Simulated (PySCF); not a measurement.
**C2H8N2, SMILES `CN(C)N`: what the electrons do**

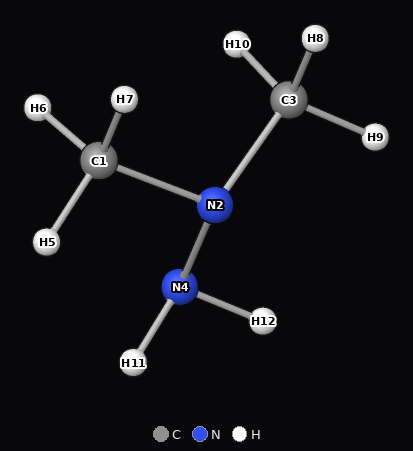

The molecule, with its atoms numbered as below. No frequency check shows the geometry to be a minimum.

Geometry (Å), atoms numbered from 1:

```
C1      -1.1963    0.6739   -0.0677
N2       0.0000   -0.0074    0.3895
C3       1.1966    0.6734   -0.0677
N4      -0.0003   -1.3551   -0.1858
H5      -2.0703    0.1363    0.2990
H6      -1.2533    0.7386   -1.1623
H7      -1.2014    1.6775    0.3528
H8       1.2021    1.6770    0.3528
H9       2.0703    0.1355    0.2990
H10      1.2536    0.7381   -1.1623
H11     -0.8166   -1.8247    0.2036
H12      0.8158   -1.8250    0.2036
```

### 1. Bonding charge

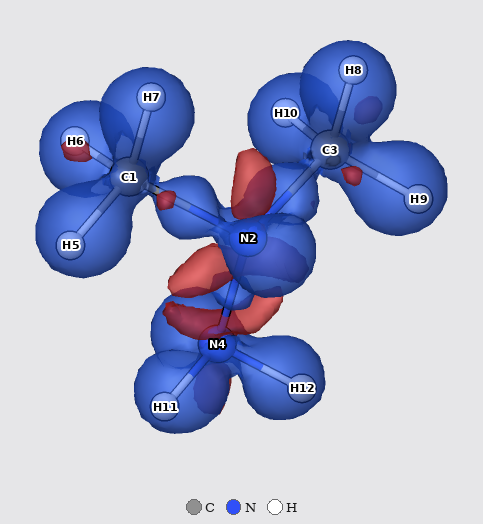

Deformation density (molecule less spherical, spin-averaged free atoms at the same positions), surfaces at ±0.13 e/Å³; blue: gain, red: loss.

Method: BP86/def2-SVPD; geometry: GFN2-xTB; program: PySCF.

**Describe the bonding that the map shows.**

N4–H11 and N4–H12: +0.81 e/Å³ at the bond critical point (bond length 1.02 Å). C1–H7 and C3–H8: +0.67 e/Å³ at the bond critical point (bond length 1.09 Å). C1–H5 and C3–H9: +0.67 e/Å³ at the bond critical point (bond length 1.09 Å). C1–H6 and C3–H10: +0.66 e/Å³ at the bond critical point (bond length 1.10 Å). C1–N2 and N2–C3: +0.34 e/Å³ at the bond critical point (bond length 1.45 Å). N2–N4: +0.26 e/Å³ at the bond critical point (bond length 1.47 Å). In all, 2.4 electrons gather in the regions of gain relative to the promolecule.

### 2. Local ionisation energy

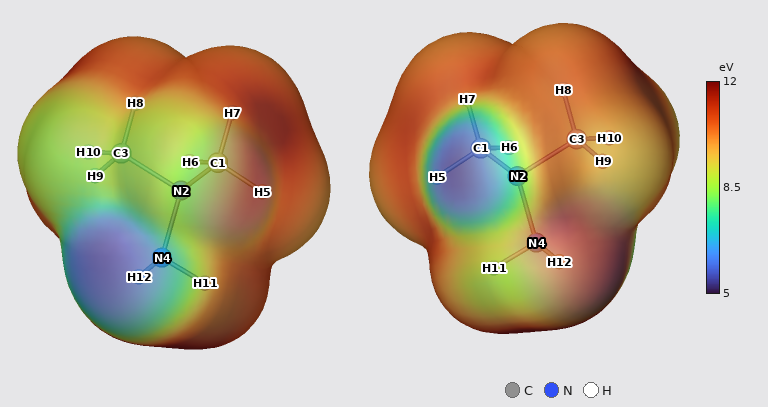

Average local ionisation energy on the surface of electron density 0.001 a.u. (back view left, front view right).

**Locate the minima of the map.**

The lowest value is 5.6 eV, 2.0 Å from N2. Further minima include 5.8 eV, 2.1 Å from N4; 9.9 eV, 1.4 Å from H9, and at like points elsewhere. For comparison, the highest occupied orbital lies at −4.3 eV.

### 3. Excited states

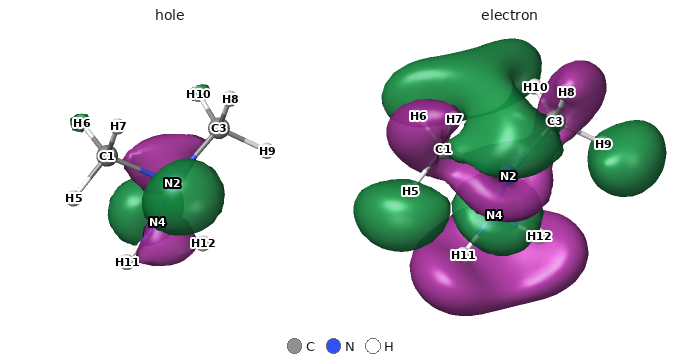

Leading natural transition orbital pair of S₂ (full linear response singlet states); the surfaces enclose about 70 % of each orbital's density.

Method: B3LYP/6-31G*; geometry: GFN2-xTB; program: PySCF. Without diffuse functions Rydberg states are missing, so the states' numbers hold for this basis only.

**Where does the state lie, and where do hole and electron sit?**

7.17 eV (173 nm), f = 0.020; the leading pair carries 100 %; hole on N2 (45 %) and N4 (32 %), electron on N4 (20 %), N2 (16 %) and C1 and C3 (9 % each); their centroids lie 0.2 Å apart. In canonical orbitals it is mainly HOMO → LUMO+1 (92 %). The HOMO–LUMO gap is 6.99 eV.

### 4. In an electric field

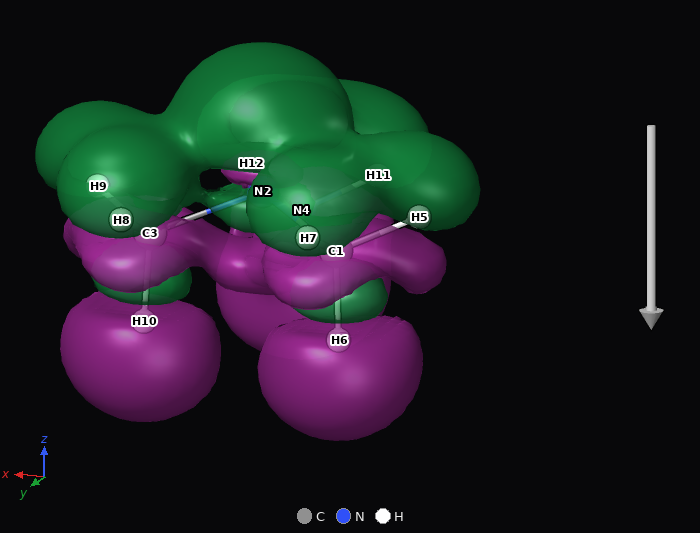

Change of the electron density in a uniform field of 0.26 V/Å along −z (arrow), surfaces at ±0.001 e/Å³ (green: gain, purple: loss).

Method: B3LYP/def2-SVPD; geometry: GFN2-xTB; program: PySCF.

**What dipole is induced, and what polarisability does it imply?**

The induced dipole is 0.54 D (along the field); α along this axis, from the fields in both directions, is 42 bohr³ (6.3 Å³).

**Which atoms gain and lose the most charge?**

Electrons gather most on N2 (Hirshfeld charge changes by −0.008 e) and leave H6 and H10 alike most (+0.011 e); 0.057 electrons are displaced in all.

### 5. Removing or adding an electron

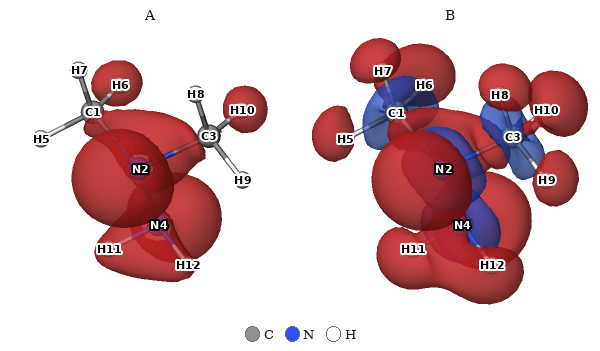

The Fukui function f⁻ from two separate SCF calculations and the density of the HOMO, at ±0.02 e/Å³ (red positive, blue negative).

Level of theory: LDA (SVWN)/aug-cc-pVDZ (PySCF), at a geometry from GFN2-xTB.

**Which panel is which, and how good is the frozen-orbital picture?**

B is f⁻ (it has negative regions), A the HOMO density. The HOMO lies on N2 (44 %), N4 (29 %) and C1 and C3 (5 % each); f⁻ (Hirshfeld-condensed) is largest on N2 (0.21) and N4 (0.19); the vertical ionisation energy is 7.79 eV (the stability of the cation's solution wasn't checked). Relaxation shifts 33 % of the electron between atoms. The orbital energy is −4.31 eV.

### 6. Localised orbitals

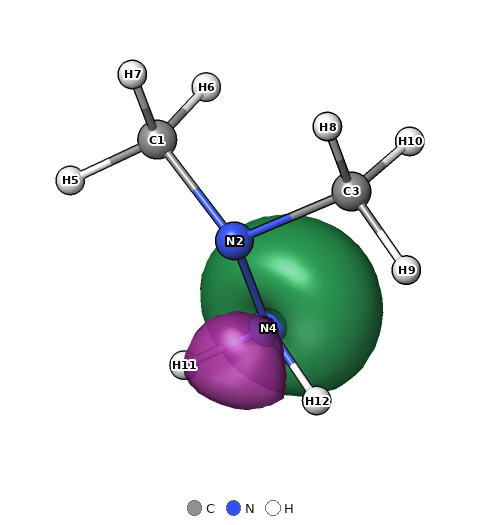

Intrinsic bond orbitals (IBO), occupied; each surface holds about 80 % of the orbital's density. Energies are diagonal elements of the Fock matrix.

Computed with PySCF, PBE/def2-SVP, geometry: GFN2-xTB.

**What does this orbital represent?**

Lone pair on N4 (sp2.7-type) (N4 99 %; −6.7 eV).

**How do all the valence pairs divide up?**

13 pairs: 11 σ bonds and 2 lone pairs.

The PySCF runs shown took 18 s, 110 s, 32 s, 62 s and 12 s on 1 thread of Intel(R) Xeon(R) Platinum 8259CL CPU @ 2.50GHz (Skylake/Cascade Lake), with other jobs on the host.
